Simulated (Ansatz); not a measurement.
N2 (nitrogen): a line through the functionals

The species is N2 (2 atoms), meant as a singlet with charge 0. As SMILES, `N#N`. The coordinates come from a PBE0-D4/def2-TZVP relaxation.

The electronic atomisation energy y, in eV, basis def2-TZVPPD; a is the functional's share of exact exchange. Programs: Ansatz 0.2.0.

| functional | program | a | y (eV) |
| --- | --- | --- | --- |
| BLYP | Ansatz | 0 | 10.41 |
| PBE | Ansatz | 0 | 10.55 |
| B3LYP | Ansatz | 0.2 | 9.95 |
| r2SCAN0 | Ansatz | 0.25 | ? |
| PBE0 | Ansatz | 0.25 | 9.77 |
| BHLYP | Ansatz | 0.5 | 9.00 |

Q: Fit y = c + s·a to the known rows and predict r2SCAN0.

A: 
1. Means of the 5 rows: a = 0.1900, y = 9.936.
2. Σ(Δa)² = 0.172, Σ(Δa·Δy) = -0.5067, so the slope is -0.5067/0.172 = -2.9459.
3. Intercept: 9.936 − (-2.9459) × 0.1900 = 10.496. The largest residual of the fit is 0.086.
4. r2SCAN0: 10.496 + (-2.9459) × 0.25 = 9.76 eV.

The run gave 8.97 eV, so the prediction is off by +0.79 eV, more than the scatter of the fit. The rows mix families of semi-local functionals, which the line can't see.

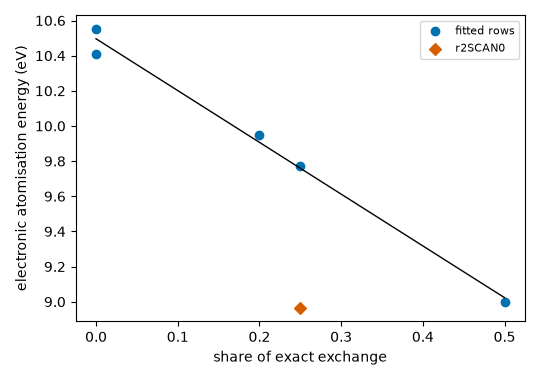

The fitted line, with the withheld row.
